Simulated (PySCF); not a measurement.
# C5H12O2Si2 (SMILES O=CC1(OC[SiH3])C[SiH2]C1): what the fields show

Input

```
{"job": {"kind": "nmr", "xc": "PBE0", "basis": "pcSseg-1"}, "charge": 0, "multiplicity": 1}
O     -2.136592    -1.828104     0.069629
C     -1.055449    -1.437006     0.419498
C     -0.564304    -0.034792     0.216555
O      0.825553     0.080902     0.407539
C      1.619532    -0.551333    -0.583235
Si     3.407215    -0.348813     0.040088
C     -1.150573     0.568816    -1.080761
Si    -2.636341     1.244001    -0.092933
C     -1.350204     0.807235     1.254650
H     -0.361403    -2.082509     0.992836
H      1.332680    -1.605074    -0.692707
H      1.459699    -0.077723    -1.559776
H      3.538862    -1.064259     1.307938
H      3.666609     1.076921     0.223523
H      4.308846    -0.915246    -0.967386
H     -1.309937    -0.161897    -1.869734
H     -0.492662     1.350593    -1.456337
H     -2.904099     2.675218    -0.238309
H     -3.840113     0.427461    -0.103243
H     -0.724225     1.639614     1.568144
H     -1.642014     0.252940     2.143550
```

Launched as:

```sh
OMP_NUM_THREADS=1 python probes_run.py task.json out
```

Geometry: GFN2-xTB.

The calculation used PBE0/pcSseg-1, SCF density, gas phase, non-relativistic (PySCF).

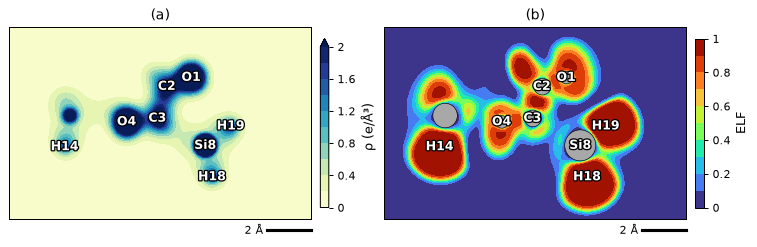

Figure 1. (a) electron density; (b) electron localisation function on the plane of atoms H18, Si8 and H19. Grey discs cover the atomic cores in the ELF map.

Read the bonding off the picture.

Atoms in the plane: O, C, Si and H.
C–O (1.20 Å): the density is about 3.3 e/Å³ at the midpoint; the ELF peaks at about 0.85 between the atoms (a short, multiple covalent bond).
C–C (1.50 Å): ρ is about 1.8 e/Å³ halfway; the ELF peaks at about 0.95 between the atoms (a shared electron pair).
Si–H (1.45 Å): ρ at the midpoint is about 0.83 e/Å³; the ELF climbs to about 1 towards the hydrogen, as it does in any bond to H.
The ELF also peaks beside O4 and O1, away from the bonds: lone-pair regions.

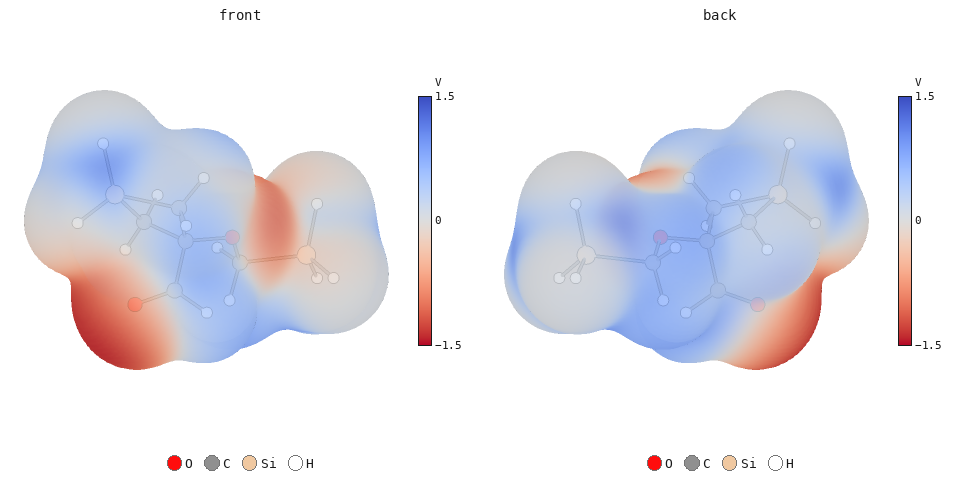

Figure 2. The electrostatic potential painted on the density surface at 0.001 e/bohr³, seen from the front and from behind; the colour scale runs from red (negative) to blue (positive).

Describe the electrostatic potential map.

The most negative region (about −1.4 V) lies over O1, the most positive (about +0.8 V) over the C, H and Si atoms. O1 is the likeliest acceptor of a hydrogen bond.

How polar is the molecule by this calculation?

Its dipole moment is 1.55 D.
